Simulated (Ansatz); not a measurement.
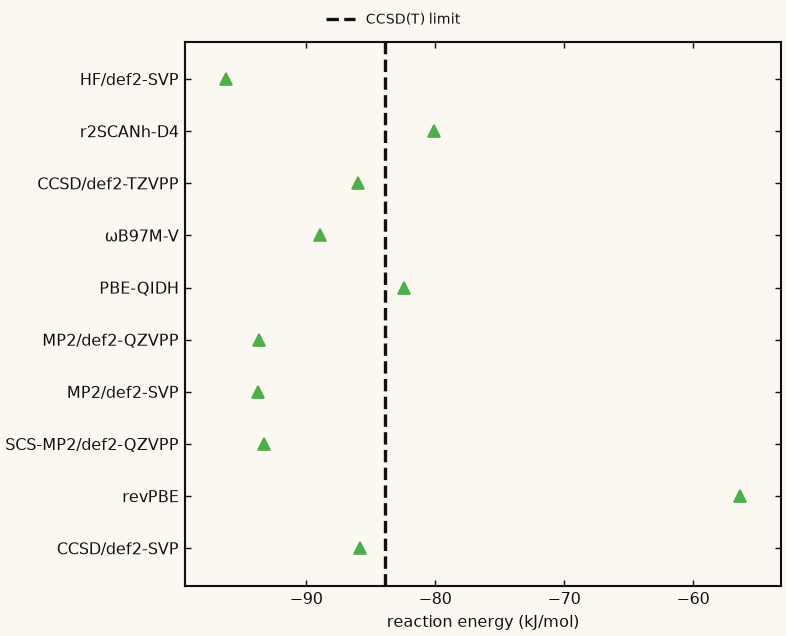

Electronic reaction energy of AlSiNH₆O ([NH2][AlH][SiH2]O) → AlSiNH₆O (O[SiH2][NH][AlH2]) (SMILES in brackets) at several levels (functionals in def2-TZVPP unless a basis is named), isolated molecules at PBE0-D4 triple-zeta geometries, minima by their frequencies, no zero-point or thermal terms, the Ansatz code. The line is frozen-core CCSD(T) at the basis limit (MP2 extrapolated from triple and quadruple zeta, plus CCSD(T) less MP2 in a smaller set). PBE-QIDH holds a correlation term that converges slowly with the basis, so part of the distance to the limit is basis error. No dispersion term is added to PBE-QIDH and revPBE. The distance of HF/def2-SVP, CCSD/def2-TZVPP, MP2/def2-QZVPP, MP2/def2-SVP, SCS-MP2/def2-QZVPP and CCSD/def2-SVP to the limit includes basis error.

Question: What range do the values span, the line included?

Answer: From −96.2 kJ/mol (HF/def2-SVP) to −56.4 kJ/mol (revPBE).

Question: Give the values.

Answer:
```tsv
level	kJ/mol	less CCSD(T) limit
HF/def2-SVP	−96.2	−12.3
r2SCANh-D4	−80.1	3.8
CCSD/def2-TZVPP	−86.0	−2.1
ωB97M-V	−89.0	−5.0
PBE-QIDH	−82.4	1.5
MP2/def2-QZVPP	−93.6	−9.7
MP2/def2-SVP	−93.7	−9.8
SCS-MP2/def2-QZVPP	−93.2	−9.3
revPBE	−56.4	27.5
CCSD/def2-SVP	−85.9	−2.0
CCSD(T) limit	−83.9	0.0
```

Caveats: one conformer of each flexible molecule.
